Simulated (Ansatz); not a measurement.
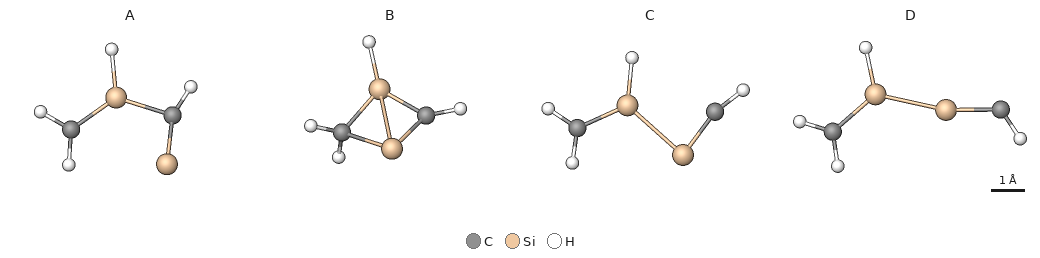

4 geometries from one relaxation of C2H4Si2, in shuffled order. The picture is a ball-and-stick view, seen face on.

Computed with Ansatz, RKS PBE0-D4/def2-TZVP. Set-up: force threshold 0.005 eV/Å; at most 200 steps.

Order the frames from highest to lowest energy.

Answer. D, C, A, B. They are steps 0, 11, 18, 33, at +355.7 kJ/mol, +267.3 kJ/mol, +130.7 kJ/mol relative to the last. The energy falls by 355.7 kJ/mol in 33 geometry steps. Largest force component: 2.6 eV/Å at the start, 0.0034 eV/Å at the end. The largest move after the best rigid fit is that of a Si atom, 1.86 Å. By element the largest moves are Si 1.86 Å, C 1.73 Å, H 1.59 Å. Some distances before and after: C–Si 3.935 → 1.739 Å, C–Si 3.592 → 2.000 Å, Si–Si 2.251 → 2.469 Å, C–Si 1.707 → 1.817 Å. New bonds form: C–Si (3.93 → 1.74 Å). Bond angles that change, for instance: C–Si–Si 167.3° → 44.7°, Si–Si–C 126.7° → 53.0°, Si–Si–H 114.5° → 141.1°. Cost: 120 s on 2 threads of Arm Neoverse V2 (shared host).
